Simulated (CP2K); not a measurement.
# GFN2-xTB run of SiClF (SMILES F[Si]Cl)

Aim: the vertical electron affinity of SiClF at GFN2-xTB, from 2 runs. 

Program for the calculation: CP2K 2026.2.

4 further runs of the same task are left out: 1 that didn't finish, 3 set aside as unsound or not needed.

## Step 1: The system as given

SiClF has 3 atoms, charge 0, and is taken as a singlet. SMILES: `F[Si]Cl`. The shape is that of a GFN2-xTB optimisation.

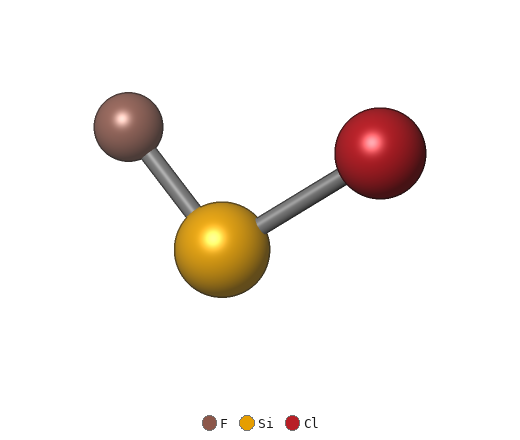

The structure, seen from a chosen angle (fluorine brown, silicon amber, chlorine red).

## Step 2: Energy and gradient at GFN2-xTB

The input, job.inp:

```
&GLOBAL
    PROJECT_NAME job
    RUN_TYPE ENERGY_FORCE
    PRINT_LEVEL MEDIUM
&END GLOBAL
&FORCE_EVAL
    METHOD QS
    &DFT
        ! Quickstep
        &QS
            METHOD XTB
            EPS_DEFAULT 1.0E-10
            &XTB
                GFN_TYPE TBLITE
                &TBLITE
                    METHOD GFN2
                &END TBLITE
                CHECK_ATOMIC_CHARGES F
            &END XTB
        &END QS
        &POISSON
            PERIODIC NONE
            POISSON_SOLVER ANALYTIC
        &END POISSON
        ! SCF settings
        &SCF
            SCF_GUESS ATOMIC
            EPS_SCF 1.0E-06
            MAX_SCF 150
            ADDED_MOS 8
            &DIAGONALIZATION
                ALGORITHM STANDARD
            &END DIAGONALIZATION
            &MIXING
                METHOD DIRECT_P_MIXING
                ALPHA 0.4
            &END MIXING
        &END SCF
        ! extra output
        &PRINT
            &MOMENTS
                PERIODIC F
                REFERENCE COM
                MAX_MOMENT 1
            &END MOMENTS
            &MO ON
                ENERGIES T
                OCCUPATION_NUMBERS T
                NDIGITS 6
                &EACH
                    QS_SCF 0
                &END EACH
                ADD_LAST NUMERIC
            &END MO
            &HIRSHFELD OFF
            &END HIRSHFELD
        &END PRINT
    &END DFT
    &SUBSYS
        ! box in angstrom
        &CELL
            ABC 17.3 18.7 16.6
            PERIODIC NONE
        &END CELL
        &COORD
            F      9.287455     8.005895     8.598460
            Si     8.012545     8.830325     8.001540
            Cl     8.631655    10.694105     8.543840
        &END COORD
    &END SUBSYS
    &PRINT
        &FORCES ON
        &END FORCES
    &END PRINT
&END FORCE_EVAL
```

Launch:

```
$ OMP_NUM_THREADS=1 cp2k.psmp -i job.inp > job.out 2>&1
```

Log:

```text
CP2K| version string:                                       CP2K version 2026.2
[...]
 GLOBAL| Method name                                                        CP2K
[...]
 GLOBAL| Run type                                                   ENERGY_FORCE
[...]
                             - Atoms:                                          3
[...]
                             - Spherical basis functions:                     22
[...]
 Number of electrons:                                                         18
[...]
  *** SCF run converged in    19 steps ***
[...]
  Fermi energy:                                                -0.30697254464653
[...]
 TB_DIPOLE| Moment [Debye]         -2.31652617      -1.19450904      -1.38479959
 TB_DIPOLE| Derivative [a.u.]       0.00000000       0.00000000       0.00000000
[...]
 ENERGY| Total FORCE_EVAL ( QS ) energy [hartree]            -11.070893238288786
 FORCES| Atomic forces [hartree/bohr]
 FORCES|   Atom     x               y               z               |f|
 FORCES|      1 -2.24066041E-04  1.14396000E-04 -1.08309209E-04   2.73903122E-04
 FORCES|      2  2.87547853E-04  1.39104240E-05  1.56913492E-04   3.27870572E-04
 FORCES|      3 -6.34818123E-05 -1.28306424E-04 -4.86042831E-05   1.51178223E-04
 FORCES| Sum    -1.29968735E-17  3.08997619E-17 -2.86161611E-17
 FORCES| Total atomic force                                       4.40749213E-17
[...]
```

Run time: 0.28 s. Hardware: 1 thread of Arm Neoverse V1, shared host.

## Step 3: The doublet anion at the same level

The input, qs.inp:

```
&FORCE_EVAL
 METHOD QS
 &DFT
  CHARGE -1
  MULTIPLICITY 2
  UKS T
  &QS
   METHOD XTB
   EPS_DEFAULT 1.0E-10
   &XTB
    GFN_TYPE TBLITE
    &TBLITE
     METHOD GFN2
    &END
    CHECK_ATOMIC_CHARGES F
   &END
  &END
  &POISSON
   PERIODIC NONE
   POISSON_SOLVER ANALYTIC
  &END
  &SCF
   SCF_GUESS ATOMIC
   EPS_SCF 1.0E-06
   MAX_SCF 150
   ADDED_MOS 8
   &DIAGONALIZATION
    ALGORITHM STANDARD
   &END
   &MIXING
    METHOD DIRECT_P_MIXING
    ALPHA 0.4
   &END
  &END
  &PRINT
   &MOMENTS
    PERIODIC F
    REFERENCE COM
    MAX_MOMENT 1
   &END
   &MO ON
    ENERGIES T
    OCCUPATION_NUMBERS T
    NDIGITS 6
    &EACH
     QS_SCF 0
    &END
    ADD_LAST NUMERIC
   &END
   &HIRSHFELD OFF
   &END
  &END
 &END
 &SUBSYS
  &CELL
   ABC 17.3 18.7 16.6
   PERIODIC NONE
  &END
  &COORD
   F      9.287455     8.005895     8.598460
   Si     8.012545     8.830325     8.001540
   Cl     8.631655    10.694105     8.543840
  &END
 &END
 &PRINT
  &FORCES ON
  &END
 &END
&END

&GLOBAL
 PROJECT_NAME qs
 RUN_TYPE ENERGY_FORCE
 PRINT_LEVEL MEDIUM
&END
```

Launch:

```
$ OMP_NUM_THREADS=1 cp2k.psmp qs.inp > qs.out
```

Log:

```text
CP2K| version string:                                       CP2K version 2026.2
[...]
 GLOBAL| Method name                                                        CP2K
[...]
 GLOBAL| Run type                                                   ENERGY_FORCE
[...]
                             - Atoms:                                          3
[...]
                             - Spherical basis functions:                     22
[...]
 Number of electrons:                                                         10
[...]
  *** SCF run converged in    14 steps ***
[...]
  Fermi energy:                                                 0.00838753011078
[...]
 TB_DIPOLE| Moment [Debye]         -1.90475924      -1.40353667      -1.18562579
 TB_DIPOLE| Derivative [a.u.]       0.00000000       0.00000000       0.00000000
[...]
 ENERGY| Total FORCE_EVAL ( QS ) energy [hartree]            -11.209267745680567
 FORCES| Atomic forces [hartree/bohr]
 FORCES|   Atom     x               y               z               |f|
 FORCES|      1  3.21208569E-02 -1.94179296E-02  1.51900407E-02   4.04912679E-02
 FORCES|      2 -4.86743077E-02 -2.76281618E-02 -2.93790919E-02   6.32110323E-02
 FORCES|      3  1.65534508E-02  4.70460914E-02  1.41890512E-02   5.18524891E-02
 FORCES| Sum     7.28583860E-17 -6.24500451E-17 -5.20417043E-18
 FORCES| Total atomic force                                       9.61011755E-17
[...]
```

It took 0.28 s on 1 thread of Arm Neoverse V1, shared host.

## Step 4: Outcome

Level: GFN2-xTB.

| quantity | value |
| --- | --- |
| singlet SiClF: total energy | -11.07089 Eh |
| singlet SiClF: dipole moment (from atomic charges alone) | 2.95 D |
| singlet SiClF: HOMO energy | -10.58 eV |
| singlet SiClF: LUMO energy | -7.46 eV |
| singlet SiClF: HOMO–LUMO gap | 3.12 eV |
| singlet SiClF: largest force on an atom | 0.017 eV/Å |
| doublet anion: total energy | -11.20927 Eh |
| doublet anion: HOMO energy (highest over α and β) | -0.15 eV |
| doublet anion: LUMO energy (lowest over α and β) | 0.61 eV |
| doublet anion: largest force on an atom | 3.250 eV/Å |
| vertical electron affinity (to the doublet anion) | 3.765 eV |

What this shows: At fixed nuclei the extra electron is bound by 3.77 eV (87 kcal/mol). A minimal valence basis can't be trusted even for the sign of an electron affinity. xTB total energies overstate such differences by several eV unless an empirical shift is taken off; none is applied here. The dipole (singlet SiClF) comes from point charges on the atoms alone, without atomic dipoles, so it is partial.
